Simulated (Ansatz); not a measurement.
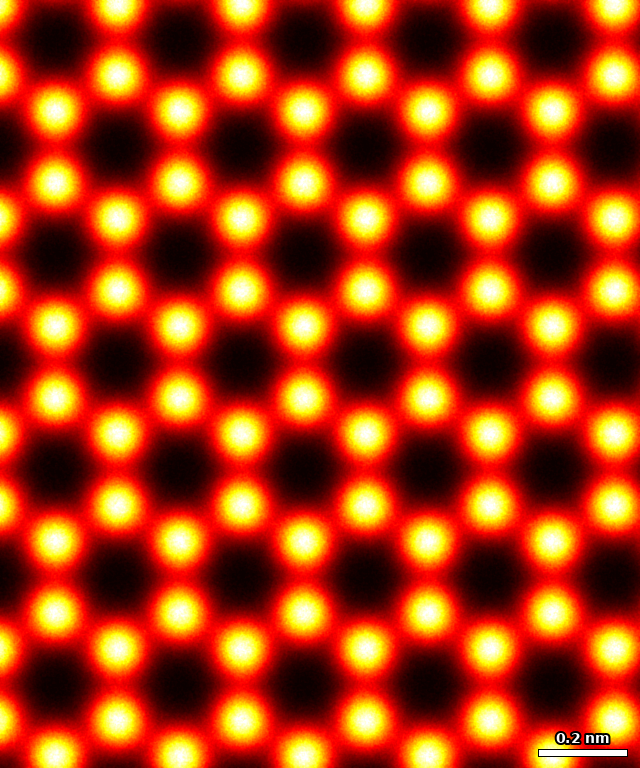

HAADF-like image of a crystal. Simulated incoherent Z contrast: every atom adds Z^1.7 spread by a probe of 1.05 Å full width; channelling and multiple scattering are left out. The probe carries 15 % of its weight in a tail 2.5 times as wide. Shot noise was added.

### What two-dimensional lattice does the image show, and how large is its cell?

The pattern repeats on a hexagonal net with a repeat of 2.9 Å.

### Which plane group does this projection have?

p6mm: sixfold points with mirror lines through them.

### How many columns does the smallest repeating cell hold, and how many levels of brightness?

2 columns in the primitive cell of 7.1 Å², all of one brightness.

The crystal is Ti (P6_3/mmc, No. 194) seen along [001]. Model: coordinates from a relaxation with DFT LDA, scalar-relativistic, plane waves, PAW (Ansatz 0.2.0).
